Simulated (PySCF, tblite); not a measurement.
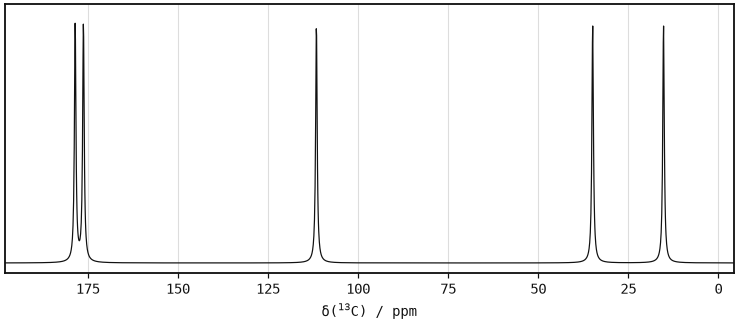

GIAO shifts, PBE0/pcSseg-1 with PySCF, at a GFN2-xTB geometry (a minimum by its frequencies), against TMS for ¹³C computed at the same level. Gas phase, fully decoupled, line heights follow the number of nuclei, widths are arbitrary (no quadrupolar broadening); values of one conformer, averaged over methyl-type rotors and exact or near symmetry; other conformers aren't averaged in.

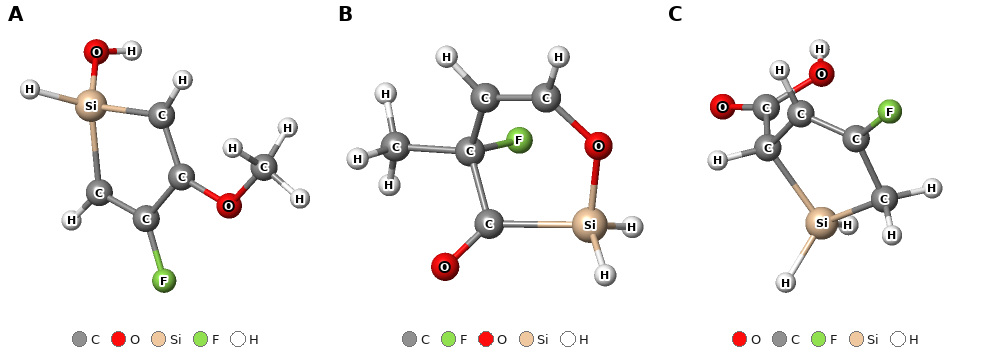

> Which structure fits the spectrum? Choose among the lettered structures.

Structure C, C₅H₇FO₂Si, SMILES O=C(O)[C@@H]1C=C(F)C[SiH2]1. Its ¹³C signals: 178.5 (1 C), 176.2 (1 C), 111.6 (1 C), 34.9 (1 C), 15.3 (1 C) ppm.

Known limits of this run: the tight-binding geometry is rougher than a DFT one and adds to the error.
